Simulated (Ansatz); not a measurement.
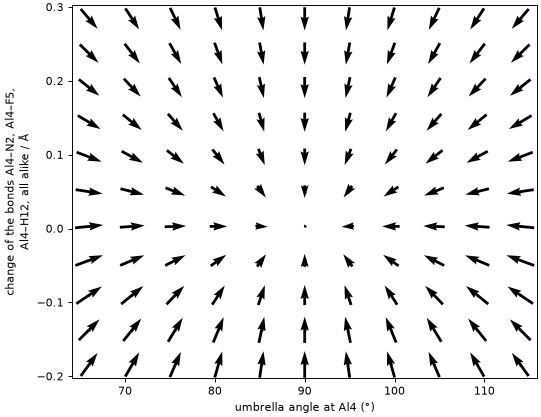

C₂H₇AlFN, SMILES C[N](C)[AlH][F]. First axis: umbrella angle at Al4 (between each of its bonds and their common axis; 90 is planar). Second axis: change of the bonds Al4–N2, Al4–F5, Al4–H12, all alike. Nothing is relaxed (all other coordinates rigid). The scan uses an 11 × 11 grid. Points are written as (first, second). The calculation used RKS PBE0-D4/def2-SVP (Ansatz).

The picture shows dots at the grid points, arrows along the force (downhill), their lengths compressed.

> The arrows alone are given. Where is the energy lowest?

The arrows converge at about (90°, 0.000 Å) (read from the interpolated surface).

The energy map of the same scan:

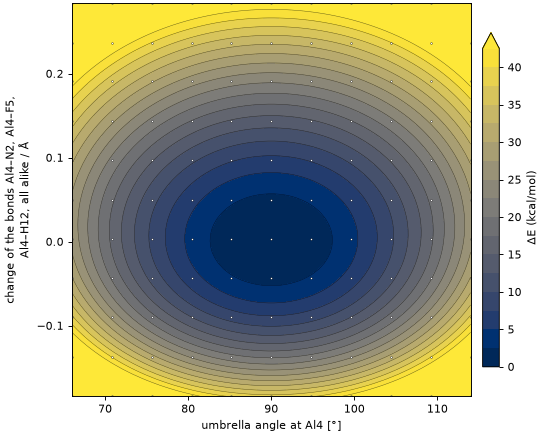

Energies are in kcal/mol, from the relaxed molecule at the same level; between grid points the surface is interpolated.
